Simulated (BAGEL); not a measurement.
# singlet SiHClOF− at 5 levels

We compute a comparison of 5 runs (HF/STO-3G, B3LYP/6-31G*, B3LYP/aug-cc-pVDZ, PBE0/aug-cc-pVDZ, RI-MP2/aug-cc-pVDZ) of singlet SiHClOF−. 

Program for the calculation: BAGEL 1.2.2.

## Step 1: Starting point

SiHClOF− has 5 atoms, charge -1, and is taken as a singlet. SMILES of the parent species: `O[Si](F)Cl`. The shape is that of a PBE0-D4/def2-TZVP optimisation. This is one conformer, not always the lowest. That shape belongs to the parent species and isn't relaxed for this state.

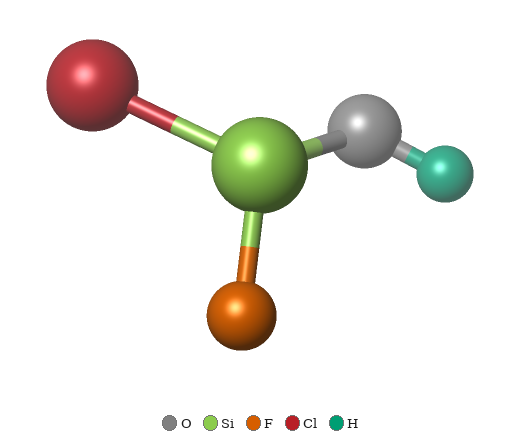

Viewed from a chosen angle; oxygen grey, silicon green, fluorine orange, chlorine red, hydrogen teal.

## Step 2: The energy at HF/STO-3G (density fitting with qzvpp-jkfit) (run 1)

Contents of input.json:

```json
{ "bagel" : [

{
  "title" : "molecule",
  "basis" : "sto-3g",
  "df_basis" : "qzvpp-jkfit",
  "angstrom" : true,
  "geometry" : [
    { "atom" : "O", "xyz" : [      -0.003500,       1.141300,      -0.013500 ] },
    { "atom" : "Si", "xyz" : [       0.078300,      -0.426700,       0.425700 ] },
    { "atom" : "F", "xyz" : [       0.979500,      -1.232100,      -0.616800 ] },
    { "atom" : "Cl", "xyz" : [      -1.825100,      -1.157700,       0.353200 ] },
    { "atom" : "H", "xyz" : [       0.820600,       1.601600,      -0.189800 ] }
  ]
},

{
  "title" : "hf",
  "charge" : -1
},

{
  "title" : "print",
  "file" : "orbitals.molden",
  "orbitals" : true
}

]}
```

The run is started by

```bash
$ BAGEL_NUM_THREADS=1 BAGEL input.json > input.out
```

Log:

```text
* using 1 threads per process

  ===============================================================
  ===============================================================

  *** Geometry ***

  { "atom" : "O", "xyz" : [     -0.006614,      2.156744,     -0.025511 ] },
  { "atom" : "Si", "xyz" : [      0.147966,     -0.806346,      0.804456 ] },
  { "atom" : "F", "xyz" : [      1.850987,     -2.328332,     -1.165583 ] },
  { "atom" : "Cl", "xyz" : [     -3.448939,     -2.187736,      0.667451 ] },
  { "atom" : "H", "xyz" : [      1.550709,      3.026585,     -0.358670 ] },

  Number of auxiliary basis functions:      428

  Since a DF basis is specified, we compute 2- and 3-index integrals:
    o Being stored without compression. Storage requirement is 0.003 GB

  Number of basis functions:       29
  Number of electrons      :       49

    * METHOD: MOLECULE                             0.10

  *** RHF ***

  === Nuclear Repulsion ===
   217.6112504745

      * DIIS with orbital gradients will be used.

  === RHF iteration (sto-3g) ===
      0       -912.45761832          0.01538418           0.02
      1       -912.53513878          0.00297731           0.01
      2       -912.53924554          0.00091905           0.02
      3       -912.53998185          0.00021567           0.02
      4       -912.54003633          0.00007209           0.02
      5       -912.54004426          0.00001262           0.01
      6       -912.54004445          0.00000288           0.01
      7       -912.54004446          0.00000060           0.02
      8       -912.54004446          0.00000014           0.02
      9       -912.54004446          0.00000003           0.02
     10       -912.54004446          0.00000001           0.01
    * SCF iteration converged.

    * Permanent dipole moment:
           (   -0.577352,    -0.310131,     0.575984) a.u.

    * METHOD: HF                                   0.24

    * METHOD: PRINT                                0.00

  ===============================================================
```

Wall time 0.51 s (1 thread of Arm Neoverse V2, shared host); peak memory 0.082 GiB.

## Step 3: The energy at B3LYP/6-31G(d) (density fitting with qzvpp-jkfit, spherical functions) (run 2)

Contents of calc.json:

```json
{ "bagel" : [

{
  "title" : "molecule",
  "basis" : "6-31gs.json",
  "df_basis" : "qzvpp-jkfit",
  "angstrom" : true,
  "geometry" : [
    { "atom" : "O", "xyz" : [      -0.003500,       1.141300,      -0.013500 ] },
    { "atom" : "Si", "xyz" : [       0.078300,      -0.426700,       0.425700 ] },
    { "atom" : "F", "xyz" : [       0.979500,      -1.232100,      -0.616800 ] },
    { "atom" : "Cl", "xyz" : [      -1.825100,      -1.157700,       0.353200 ] },
    { "atom" : "H", "xyz" : [       0.820600,       1.601600,      -0.189800 ] }
  ]
},

{
  "title" : "ks",
  "xc_func" : "b3lyp",
  "charge" : -1
},

{
  "title" : "print",
  "file" : "orbitals.molden",
  "orbitals" : true
}

]}
```

The basis set 6-31G* is read from a file made from the Basis Set Exchange's data (not shown).

The run is started by

```bash
$ BAGEL_NUM_THREADS=1 BAGEL calc.json > calc.out
```

Log:

```text
* using 1 threads per process

  ===============================================================
  ===============================================================

  *** Geometry ***

  { "atom" : "O", "xyz" : [     -0.006614,      2.156744,     -0.025511 ] },
  { "atom" : "Si", "xyz" : [      0.147966,     -0.806346,      0.804456 ] },
  { "atom" : "F", "xyz" : [      1.850987,     -2.328332,     -1.165583 ] },
  { "atom" : "Cl", "xyz" : [     -3.448939,     -2.187736,      0.667451 ] },
  { "atom" : "H", "xyz" : [      1.550709,      3.026585,     -0.358670 ] },

  Number of auxiliary basis functions:      428

  Since a DF basis is specified, we compute 2- and 3-index integrals:
    o Being stored without compression. Storage requirement is 0.015 GB

  Number of basis functions:       66
  Number of electrons      :       49

    * METHOD: MOLECULE                             0.14

  *** Kohn-Sham DFT ***

    * Removing 8280 points whose weight is below 1.00e-10
    * Grid points: 66250

  === Nuclear Repulsion ===
   217.6112504745

       - DIIS with orbital gradients will be used.

  === KS iteration (b3lyp / 6-31gs.json) ===
      0       -902.47081838          0.14421129           0.20
      1       -879.70219541          0.17301522           0.17
      2       -871.54723028          0.18763248           0.18
      3       -923.11169605          0.07106360           0.17
      4       -924.21216815          0.05873057           0.18
      5       -925.39914424          0.01323707           0.18
      6       -925.40052006          0.01510828           0.18
      7       -925.46902594          0.00207742           0.18
      8       -925.47061688          0.00049338           0.17
      9       -925.47070792          0.00011971           0.18
     10       -925.47071255          0.00002440           0.18
     11       -925.47071278          0.00001016           0.17
     12       -925.47071282          0.00000235           0.18
     13       -925.47071282          0.00000115           0.17
     14       -925.47071282          0.00000050           0.17
     15       -925.47071282          0.00000013           0.18
     16       -925.47071282          0.00000007           0.18
     17       -925.47071282          0.00000001           0.18
    * SCF iteration converged.

    * Permanent dipole moment:
           (   -0.007305,    -0.458257,     1.008606) a.u.

    * METHOD: KS                                   3.39

    * METHOD: PRINT                                0.01

  ===============================================================
```

Wall time 3.9 s (1 thread of Arm Neoverse V2, shared host); peak memory 0.25 GiB.

## Step 4: The energy at B3LYP/aug-cc-pVDZ (density fitting with qzvpp-jkfit) (run 3)

Contents of job.json:

```json
{ "bagel" : [

{
  "title" : "molecule",
  "basis" : "aug-cc-pvdz.json",
  "df_basis" : "qzvpp-jkfit",
  "angstrom" : "true",
  "geometry" : [
    { "atom" : "O", "xyz" : [   -0.003500,    1.141300,   -0.013500 ] },
    { "atom" : "Si", "xyz" : [    0.078300,   -0.426700,    0.425700 ] },
    { "atom" : "F", "xyz" : [    0.979500,   -1.232100,   -0.616800 ] },
    { "atom" : "Cl", "xyz" : [   -1.825100,   -1.157700,    0.353200 ] },
    { "atom" : "H", "xyz" : [    0.820600,    1.601600,   -0.189800 ] }
  ]
},
{
  "title" : "ks",
  "xc_func" : "b3lyp",
  "charge" : -1
},
{
  "title" : "print",
  "file" : "orbitals.molden",
  "orbitals" : "true"
}

]}
```

The basis set aug-cc-pVDZ is read from a file made from the Basis Set Exchange's data (not shown).

The run is started by

```bash
$ BAGEL_NUM_THREADS=1 BAGEL job.json > job.out
```

Log:

```text
* using 1 threads per process

  ===============================================================
  ===============================================================

  *** Geometry ***

  { "atom" : "O", "xyz" : [     -0.006614,      2.156744,     -0.025511 ] },
  { "atom" : "Si", "xyz" : [      0.147966,     -0.806346,      0.804456 ] },
  { "atom" : "F", "xyz" : [      1.850987,     -2.328332,     -1.165583 ] },
  { "atom" : "Cl", "xyz" : [     -3.448939,     -2.187736,      0.667451 ] },
  { "atom" : "H", "xyz" : [      1.550709,      3.026585,     -0.358670 ] },

  Number of auxiliary basis functions:      428

  Since a DF basis is specified, we compute 2- and 3-index integrals:
    o Being stored without compression. Storage requirement is 0.041 GB

  Number of basis functions:      109
  Number of electrons      :       49

    * METHOD: MOLECULE                             0.18

  *** Kohn-Sham DFT ***

    * Removing 8280 points whose weight is below 1.00e-10
    * Grid points: 66250

  === Nuclear Repulsion ===
   217.6112504745

       - DIIS with orbital gradients will be used.

  === KS iteration (b3lyp / aug-cc-pvdz.json) ===
      0       -901.02111688          0.08759415           0.30
      1       -864.90033709          0.13580548           0.28
      2       -876.66432673          0.17267138           0.29
      3       -908.75321102          0.10248461           0.28
      4       -922.76543420          0.04734752           0.29
      5       -919.27919873          0.08983867           0.29
      6       -925.17190135          0.02429644           0.29
      7       -925.25132671          0.02225019           0.29
      8       -925.53813188          0.00728575           0.29
      9       -925.55910834          0.00476341           0.29
     10       -925.57318152          0.00145917           0.29
     11       -925.57484103          0.00037092           0.29
     12       -925.57496433          0.00010487           0.29
     13       -925.57497632          0.00004309           0.29
     14       -925.57497735          0.00001447           0.29
     15       -925.57497744          0.00000984           0.29
     16       -925.57497749          0.00000639           0.29
     17       -925.57497752          0.00000153           0.28
     18       -925.57497752          0.00000093           0.27
     19       -925.57497752          0.00000031           0.28
     20       -925.57497752          0.00000012           0.29
     21       -925.57497752          0.00000007           0.28
     22       -925.57497752          0.00000002           0.29
     23       -925.57497752          0.00000002           0.26
     24       -925.57497752          0.00000001           0.27
    * SCF iteration converged.

    * Permanent dipole moment:
           (    0.303123,    -0.251611,     0.893077) a.u.

    * METHOD: KS                                   7.46

    * METHOD: PRINT                                0.02

  ===============================================================
```

Run time: 7.8 s. Hardware: 1 thread of Arm Neoverse V2, shared host; peak memory 0.36 GiB.

Run 4 isn't shown in full; the table further down has it.

## Step 5: A single-point energy at RI-MP2/aug-cc-pVDZ (density fitting with qzvpp-jkfit) (run 5)

Changes to input.json since step 2:

```diff
@@ -4,3 +4,3 @@
   "title" : "molecule",
-  "basis" : "sto-3g",
+  "basis" : "aug-cc-pvdz.json",
   "df_basis" : "qzvpp-jkfit",
@@ -22,5 +22,5 @@
 {
-  "title" : "print",
-  "file" : "orbitals.molden",
-  "orbitals" : true
+  "title" : "mp2",
+  "charge" : -1,
+  "ncore" : 12
 }
```

The basis set aug-cc-pVDZ is read from a file made from the Basis Set Exchange's data (not shown).

The run is started by

```bash
$ BAGEL_NUM_THREADS=1 BAGEL input.json > input.out
```

Log:

```text
* using 1 threads per process

  ===============================================================
  ===============================================================

  *** Geometry ***

  { "atom" : "O", "xyz" : [     -0.006614,      2.156744,     -0.025511 ] },
  { "atom" : "Si", "xyz" : [      0.147966,     -0.806346,      0.804456 ] },
  { "atom" : "F", "xyz" : [      1.850987,     -2.328332,     -1.165583 ] },
  { "atom" : "Cl", "xyz" : [     -3.448939,     -2.187736,      0.667451 ] },
  { "atom" : "H", "xyz" : [      1.550709,      3.026585,     -0.358670 ] },

  Number of auxiliary basis functions:      428

  Since a DF basis is specified, we compute 2- and 3-index integrals:
    o Being stored without compression. Storage requirement is 0.041 GB

  Number of basis functions:      109
  Number of electrons      :       49

    * METHOD: MOLECULE                             0.17

  *** RHF ***

  === Nuclear Repulsion ===
   217.6112504745

      * DIIS with orbital gradients will be used.

  === RHF iteration (aug-cc-pvdz.json) ===
      0       -923.08073561          0.01833336           0.07
      1       -923.30825788          0.01498284           0.07
      2       -923.46788236          0.00182545           0.07
      3       -923.47296480          0.00062978           0.07
      4       -923.47376848          0.00022000           0.07
      5       -923.47390558          0.00009532           0.07
      6       -923.47392229          0.00003867           0.07
      7       -923.47392536          0.00001132           0.07
      8       -923.47392555          0.00000518           0.07
      9       -923.47392558          0.00000175           0.07
     10       -923.47392559          0.00000078           0.07
     11       -923.47392559          0.00000035           0.07
     12       -923.47392559          0.00000019           0.07
     13       -923.47392559          0.00000008           0.07
     14       -923.47392559          0.00000003           0.07
     15       -923.47392559          0.00000002           0.07
     16       -923.47392559          0.00000001           0.07
    * SCF iteration converged.

    * Permanent dipole moment:
           (    0.364442,    -0.439151,     1.235703) a.u.

    * METHOD: HF                                   1.35

  *** RHF ***

  === Nuclear Repulsion ===
   217.6112504745

      * DIIS with orbital gradients will be used.

  === RHF iteration (aug-cc-pvdz.json) ===
      0       -923.47392559          0.00000000           0.07
    * SCF iteration converged.

    * Permanent dipole moment:
           (    0.364442,    -0.439151,     1.235702) a.u.

  === DF-MP2 calculation ===

    * freezing 12 orbitals
    * 3-index integral transformation done
    * assembly done

      MP2 correlation energy:   -0.6610332305      0.05

      MP2 total energy:       -924.1349588227

    * METHOD: MP2                                  0.20

  ===============================================================
```

Wall time 1.9 s (1 thread of Arm Neoverse V2, shared host); peak memory 0.13 GiB.

## Step 6: All runs side by side

```tsv
run	level	frozen core orbitals	energy (Eh)	HOMO energy (eV)	LUMO energy (eV)	HOMO–LUMO gap (eV)	wall time
1	HF/STO-3G (density fitting with qzvpp-jkfit)	–	-912.540044	3.61	19.07	15.46	0.51 s
2	B3LYP/6-31G* (density fitting with qzvpp-jkfit, spherical functions)	–	-925.470713	1.73	6.38	4.65	3.9 s
3	B3LYP/aug-cc-pVDZ (density fitting with qzvpp-jkfit)	–	-925.574978	0.48	2.88	2.40	7.8 s
4	PBE0/aug-cc-pVDZ (density fitting with qzvpp-jkfit)	–	-925.094148	0.42	3.06	2.64	6.9 s
5	RI-MP2/aug-cc-pVDZ (density fitting with qzvpp-jkfit)	12	-924.134959	–	–	–	1.9 s
```

## Step 7: What came out

```
                                           quantity          value
                                run 5: total energy  -924.13496 Eh
run 5: correlation energy (12 core orbitals frozen)     -661.0 mEh
```

Over runs 1, 2, 3, 4 the HOMO–LUMO gap runs from 2.40 eV (B3LYP/aug-cc-pVDZ) to 15.46 eV (HF/STO-3G). The two ends differ in method and basis. The empty levels of an anion lie above zero and hang on the basis. Totals of different functionals can't be ranked against each other. In runs 1, 2, 3, 4 the HOMO lies above zero, so the outermost electron may be held by the basis alone. In run 1 the basis is minimal, so the values are rough. All runs together took 21 s, the longest 7.8 s.
